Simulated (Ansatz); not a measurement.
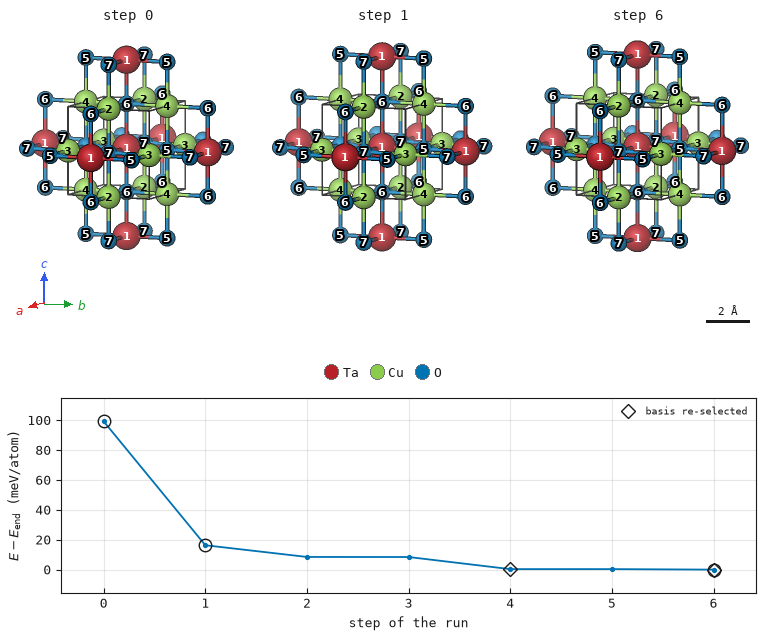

Frames of a relaxation of a crystal of TaCu₃O₃ (a generated structure, set up in Pm-3m) (coarse preliminary run), marked on the history of the run. Style: ball-and-stick. Shown: the cell of the calculation, slightly off an axis.

Level of theory: DFT PBE, scalar-relativistic, plane waves, PAW (Ansatz 0.2.0). (plane-wave cutoff 420 eV; k-point mesh 4 × 4 × 4; occupations gaussian; smearing width 0.1 eV; collinear spin; cell and atoms relaxed; force threshold 0.04 eV/Å; at most 70 steps)

What happens along the run?

Answer. The atoms keep their places relative to the cell (all moves are under 0.005 Å). The volume changes by +13.1 %, with a = b = c 4.154 → 4.328 Å (+4.2 %). Some distances before and after: Ta1–Cu2 2.938 → 3.061 Å, Ta1–O5 2.077 → 2.164 Å, Cu2–O6 2.077 → 2.164 Å. The space group stays Pm-3m (No. 221). Over 4 accepted moves (6 points after the start) the energy falls by 99.2 meV per atom. All forces vanish by symmetry, so only the cell relaxes. Pressure: 26.70 GPa at the start and 0.09 GPa at the end. The SCF was repeated twice at an unchanged geometry on a basis and grid sized afresh for the cell, which shifted the energy by 8.1 meV per atom at most. The program noted that the starting moments weren't kept. From step 0 to 1: volume +8.3 %, energy −82.8 meV per atom. From step 1 to 6: volume +4.5 %, energy −16.3 meV per atom.

| step | E − E(0), meV/atom | pressure, GPa | volume, Å³/atom | note |
| --- | --- | --- | --- | --- |
| 0 | 0.00 | 26.70 | 10.242 |  |
| 1 | -82.85 | 7.21 | 11.091 |  |
| 2 | -90.68 | 1.25 | 11.442 |  |
| 3 | -90.72 | 0.07 | 11.518 |  |
| 4 | -98.83 | 1.03 | 11.518 | same geometry, new basis |
| 5 | -98.82 | 0.08 | 11.585 |  |
| 6 | -99.16 | 0.09 | 11.585 | same geometry, new basis |

Limits of the set-up: the k-point mesh is coarse for a cell with partly filled bands.
